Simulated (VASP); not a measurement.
Band structure of Be3HgSe4 (ordered alloy cell). Method: PBEsol GGA, VASP's PBE PAW potentials (set 64) (plane waves; VASP).

Unless said otherwise, spin-orbit coupling is left out, though it shifts the bands of the heavy elements here.

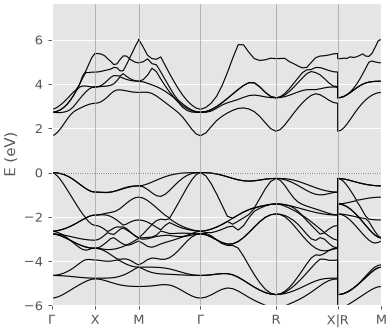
*Bands along high-symmetry lines, zero at the valence-band maximum or, without a gap, the Fermi level*

Read the plot: is there a gap, and where are the band edges?

The gap is direct, 1.66 eV, from the valence maximum at Γ to the conduction minimum at Γ. (Edges off the drawn lines would not show.)

The structure was generated: Be3HgSe4 was put into an ordered model structure (P-43m), which need not be its known phase. It was relaxed first.
